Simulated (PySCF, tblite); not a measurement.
**bromocyclopropane (C₃H₅Br): isotopologues and vibrational averages**

Aim: rotational constants, zero-point energies and shieldings of isotopologues of bromocyclopropane (C₃H₅Br) (`BrC1CC1`).

Programs: PySCF 2.14.0 with density-fitted response routines of our own, and tblite 0.8.0. All values are computed, except where a source is named. Atoms count from 0 throughout.

### Step 1. The molecule as given

9 atoms, charge 0, multiplicity 1; geometry from: force field or distance geometry start.

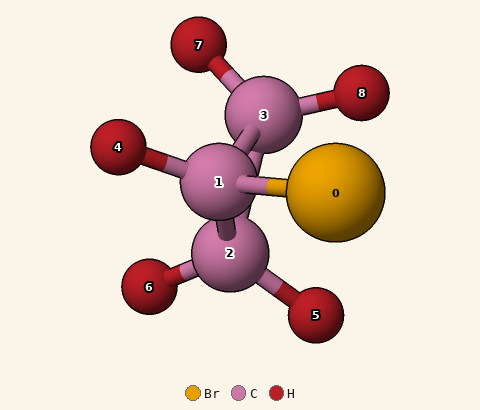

The starting geometry (bromine amber, carbon pink, hydrogen red), atoms numbered.

### Step 2. GFN2-xTB relaxation, lowest of a short conformer search

The job: settings as JSON, then the geometry in Å.

```
{"job": {"xc": "GFN2-xTB", "basis": "xTB", "kind": "relax"}, "charge": 0, "multiplicity": 1}
Br     2.101500    -0.853900    -0.938800
C      0.622300    -0.434200     0.243600
C     -0.748700    -0.470700    -0.148800
C     -0.096100     0.886200     0.022400
H      0.908000    -0.607200     1.379100
H     -1.075600    -0.643000    -1.234300
H     -1.597000    -0.733200     0.526900
H     -0.311200     1.524700     0.921700
H      0.251100     1.355300    -0.872500
```

Started as:

```bash
OMP_NUM_THREADS=1 python ens_run.py task.json out
```

This one command runs the whole study; its stages follow in the order run.

Output:

```text
step      E/eV     max force
  0    -353.91549    3.910
  1    -354.24342    1.357
  2    -354.31087    0.587
  3    -354.34495    0.517
  4    -354.36305    0.446
  5    -354.37969    0.451
  6    -354.39377    0.321
  7    -354.40130    0.306
  8    -354.40562    0.192
  9    -354.40776    0.166
 10    -354.40906    0.092
 11    -354.40977    0.079
 12    -354.41030    0.067
 13    -354.41079    0.079
 14    -354.41122    0.066
 15    -354.41158    0.067
 16    -354.41191    0.054
 17    -354.41217    0.046
 18    -354.41233    0.031
 19    -354.41240    0.019
 20    -354.41243    0.019
 21    -354.41246    0.018
 22    -354.41248    0.017
 23    -354.41251    0.015
 24    -354.41252    0.008
 25    -354.41252    0.008
 26    -354.41253    0.005
 27    -354.41253    0.004
 28    -354.41253    0.004
 29    -354.41253    0.005
 30    -354.41254    0.002
```

Run time: 0.13 s. Hardware: 1 thread of Arm Neoverse V1, shared host.

The energy fell by 0.497 eV, and the atoms moved 0.09 Å (root mean square).

### Step 3. Tight optimisation and Hessian

The job: settings as JSON, then the geometry in Å.

```
{"job": {"xc": "B3LYP", "basis": "pcSseg-1", "grid": 2, "temperatures": [100, 350], "kind": "geom"}, "charge": 0, "multiplicity": 1}
Br     2.033729    -0.934875    -0.925661
C      0.640889    -0.383647     0.290529
C     -0.776587    -0.411981    -0.175681
C     -0.077251     0.898615     0.030646
H      0.888868    -0.674970     1.300492
H     -0.973535    -0.727539    -1.189138
H     -1.534060    -0.718265     0.530531
H     -0.346315     1.507560     0.881014
H      0.198508     1.469078    -0.843451
```

Output:

```text
step   0  E = -73231.1400111 eV  max force = 0.26079
step   1  E = -73231.1507147 eV  max force = 0.06637
step   2  E = -73231.1509156 eV  max force = 0.00855
step   3  E = -73231.1509188 eV  max force = 0.00098
step   4  E = -73231.1509188 eV  max force = 0.00098
step   5  E = -73231.1509188 eV  max force = 0.00025
harmonic wavenumbers (cm-1): 272.0 305.7 536.7 767.5 815.1 882.6 949.2 1056.9 1074.0 1078.3 1117.8 1184.7 1225.9 1288.8 1447.9 1487.7 3113.2 3115.5 3180.6 3195.4 3207.9
```

Wall time 6.4 min (1 thread of Arm Neoverse V1, shared host); peak memory 0.61 GiB.

### Step 4. Displacements along the modes, parent

The job: settings as JSON, then the geometry in Å.

```
{"job": {"xc": "B3LYP", "basis": "pcSseg-1", "grid": 2, "temperatures": [100, 350], "kind": "vib", "mass_numbers": [79, 12, 12, 12, 1, 1, 1, 1, 1]}, "charge": 0, "multiplicity": 1}
Br     2.055245    -0.948229    -0.916554
C      0.638919    -0.380886     0.280121
C     -0.784474    -0.415847    -0.176656
C     -0.078551     0.907310     0.031656
H      0.880889    -0.669948     1.296921
H     -0.980498    -0.722424    -1.200444
H     -1.535625    -0.737274     0.541908
H     -0.333241     1.516100     0.896760
H      0.191582     1.475173    -0.854431
```

Output:

```text
mode    cm-1    km/mol   phi_rrr   E(+)/cm-1  E(-)/cm-1
  1    272.04     1.39     -21.0      48.23      50.10
  2    305.73     0.05       0.9      55.34      55.47
  3    536.73    13.28      94.6     100.15      93.67
  4    767.49     1.41      31.4     140.94     138.79
  5    815.13    11.33       0.9     147.73     147.63
  6    882.62     6.61     179.5     165.52     152.61
  7    949.23     7.40       1.3     171.06     170.93
  8   1056.92    22.73     -57.2     189.01     193.16
  9   1074.02     0.46      45.1     195.43     192.26
 10   1078.34     1.87       1.3     194.99     194.80
 11   1117.85     1.26       1.1     202.25     202.11
 12   1184.72     0.74       0.5     213.55     213.45
 13   1225.88     1.52    -149.0     215.33     226.25
 14   1288.79    47.85       9.2     232.91     232.52
 15   1447.89     6.45       2.3     260.91     260.74
 16   1487.74     7.17     -63.1     265.68     270.24
 17   3113.15     6.39     101.3     565.45     558.16
 18   3115.54     3.10     960.1     596.70     527.63
 19   3180.62     1.51    1852.3     644.04     511.17
 20   3195.36     0.63       9.7     577.07     576.36
 21   3207.90     3.91     242.7     587.47     570.09
```

It took 7.1 min on 1 thread of Arm Neoverse V1, shared host; peak memory 0.61 GiB.

### Step 5. Displacements along the modes, 2H at atom 4

The job, as its differences from that of step 4:

```diff
@@ -1,2 +1,2 @@
-{"job": {"xc": "B3LYP", "basis": "pcSseg-1", "grid": 2, "temperatures": [100, 350], "kind": "vib", "mass_numbers": [79, 12, 12, 12, 1, 1, 1, 1, 1]}, "charge": 0, "multiplicity": 1}
+{"job": {"xc": "B3LYP", "basis": "pcSseg-1", "grid": 2, "temperatures": [100, 350], "kind": "vib", "mass_numbers": [79, 12, 12, 12, 2, 1, 1, 1, 1]}, "charge": 0, "multiplicity": 1}
 Br     2.055245    -0.948229    -0.916554
```

Output:

```text
mode    cm-1    km/mol   phi_rrr   E(+)/cm-1  E(-)/cm-1
  1    270.55     1.32      20.8      49.83      47.97
  2    302.99     0.04      -1.1      55.00      54.87
  3    526.27    12.37      96.3      98.29      91.69
  4    698.51     8.74      -1.2     126.66     126.76
  5    752.64     0.24     -45.2     135.07     138.20
  6    839.87     3.87      12.6     151.97     151.08
  7    906.02     8.45     137.8     168.32     158.38
  8    949.14     7.03       1.6     171.05     170.91
  9    981.33     0.47      -1.9     176.87     177.02
 10   1060.57    19.05     -74.0     189.14     194.48
 11   1079.55     1.41       0.1     195.15     195.04
 12   1138.02    22.19      23.2     206.00     204.07
 13   1179.59     0.17       0.3     212.67     212.58
 14   1244.67    20.88     192.2     231.12     217.34
 15   1447.80     6.25      -2.3     260.72     260.89
 16   1486.37     6.58      62.3     269.97     265.47
 17   2348.49     2.20   -1244.8     381.05     470.41
 18   3113.15     6.39      93.3     565.16     558.45
 19   3115.76     3.36     962.8     596.84     527.57
 20   3195.35     0.62     -13.3     576.23     577.20
 21   3206.52     2.81     312.7     589.88     567.48
```

It took 7.3 min on 1 thread of Arm Neoverse V1, shared host; peak memory 0.61 GiB.

### Step 6. Vibrational averages by isotopologue

The job: settings as JSON, then the geometry in Å.

```
{"job": {"xc": "B3LYP", "basis": "pcSseg-1", "grid": 2, "temperatures": [100, 350], "kind": "iso"}, "charge": 0, "multiplicity": 1}
Br     2.055245    -0.948229    -0.916554
C      0.638919    -0.380886     0.280121
C     -0.784474    -0.415847    -0.176656
C     -0.078551     0.907310     0.031656
H      0.880889    -0.669948     1.296921
H     -0.980498    -0.722424    -1.200444
H     -1.535625    -0.737274     0.541908
H     -0.333241     1.516100     0.896760
H      0.191582     1.475173    -0.854431
```

Output:

```text
parent
  Be/MHz 16451.781 2517.11 2399.231
  B0/MHz 16273.579 2502.499 2384.256
  ZPE/cm-1 15651.9
  <sigma>(0 K)/ppm 2055.958 140.795 163.276 163.285 28.058 30.112 29.951 29.950 30.116
2H at atom 4
  Be/MHz 15107.524 2471.303 2388.029
  B0/MHz 14954.929 2456.389 2372.629
  ZPE/cm-1 14921.6
  <sigma>(0 K)/ppm 2061.279 141.212 163.442 163.451 28.196 30.119 29.961 29.960 30.123
```

Wall time 21 min (1 thread of Arm Neoverse V1, shared host); peak memory 0.61 GiB. This counts the whole study up to here.

Rotational constants (MHz) at equilibrium and in the ground state:

```csv
isotopologue,Be,B0,zero-point change (cm⁻¹)
parent,"16451.8, 2517.1, 2399.2","16273.6, 2502.5, 2384.3",0.0
2H at atom 4,"15107.5, 2471.3, 2388.0","14954.9, 2456.4, 2372.6",-730.3
```

Shieldings of the first species (ppm): at equilibrium, the vibrational parts at 0 K, and the averages:

```csv
atom,equilibrium,anharmonic,harmonic,0 K,100 K,350 K
Br0,2117.87,-19.03,-42.88,2055.96,2055.33,2044.79
C1,145.87,-2.46,-2.62,140.79,140.71,139.99
C2,168.43,-1.21,-3.94,163.28,163.27,163.02
C3,168.43,-1.20,-3.94,163.29,163.28,163.03
H4,28.79,-0.24,-0.49,28.06,28.05,28.02
H5,30.83,-0.16,-0.56,30.11,30.11,30.08
H6,30.66,-0.15,-0.55,29.95,29.95,29.93
H7,30.66,-0.15,-0.55,29.95,29.95,29.93
H8,30.83,-0.16,-0.56,30.12,30.11,30.08
```

Isotope effects on the shieldings at 0 K (ppb; positive means more shielded):

```csv
atom,2H at atom 4
Br0,5321
C1,417
C2,166
C3,166
H4,138
H5,7
H6,10
H7,10
H8,7
```

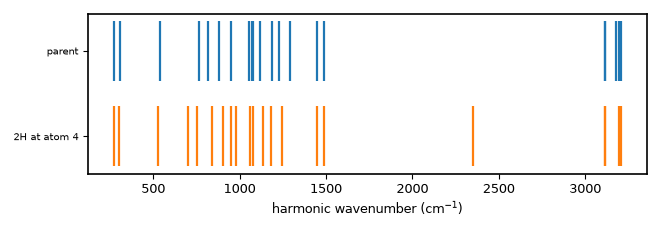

Harmonic wavenumbers of each isotopologue.

### Step 7. What came out

| quantity | value |
| --- | --- |
| point group | Cs |
| B0 of the first species | 16273.6, 2502.5, 2384.3 MHz |
| zero-point energy | 15652 cm⁻¹ |
| zero-point change of σ(Br0) | -61.92 ppm |

In words: Zero-point motion changes the shielding of Br0 most, by -61.92 ppm. The largest secondary isotope effect is 5321 ppb on Br0, 2 bonds from the change (2H at atom 4). Spin-orbit coupling is left out, which matters at and beside the heavy atoms.
